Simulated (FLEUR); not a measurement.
Band structure of MoIr (P-6m2, 2 atoms in the cell).

```
MoIr
1.0
    2.79205     0.00000     0.00000
   -1.39603     2.41799     0.00000
    0.00000     0.00000     4.46992
Mo Ir
1 1
Cartesian
  0.00000   0.00000   0.00000
  0.00000   1.61199   2.23496
```

Computed with LDA (Perdew-Zunger), all-electron FLAPW (FLEUR), scalar-relativistic valence.

Settings: Kmax = 4.1 1/bohr; GmaxXC = 16.4 1/bohr; xcFunctional = pz; jspins = 1; l_soc = F; mode = hist; fermiSmearingEnergy = 0.00183747 Htr; mesh (inpgen div1-3) = 18 18 10; inpgen gamma flag = true; Gmax = 16.4 1/bohr; numbands = 0; maxIterBroyd = 99; imix = Anderson; alpha = 0.05.

The starting cell comes from a database of computed structures (which also holds hypothetical and non-ambient phases and stackings), without a prior relaxation at this level. Spin-orbit coupling is off. Spin polarisation is off. Values depend on the basis (sphere radii, cutoffs, local orbitals), which need not be converged.

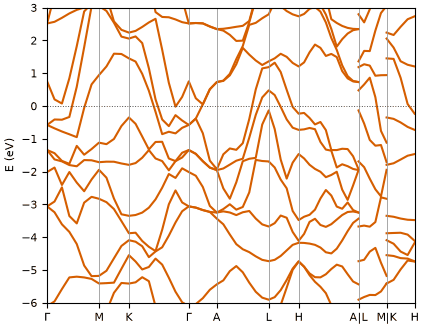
Figure: Bands along the path, energies from the Fermi level.

Levels in eV from the Fermi level, bands 12 to 19:
```
point     12     13     14     15     16    17    18    19
-----  -----  -----  -----  -----  -----  ----  ----  ----
Γ      -2.02  -1.34  -1.34  -0.58  -0.58  0.75  2.52  2.52
M      -1.95  -1.71  -1.12   0.94   3.05  4.05  4.17  6.23
K      -3.35  -1.80  -0.35   1.45   2.06  2.24  4.89  6.95
A      -3.25  -1.96  -1.96  -1.93   0.73  0.73  2.34  2.34
L      -1.69  -0.14   0.48   1.18   1.36  2.80  4.18  4.30
H      -3.48  -1.47  -0.73  -0.24   1.21  2.74  7.53  8.46
```
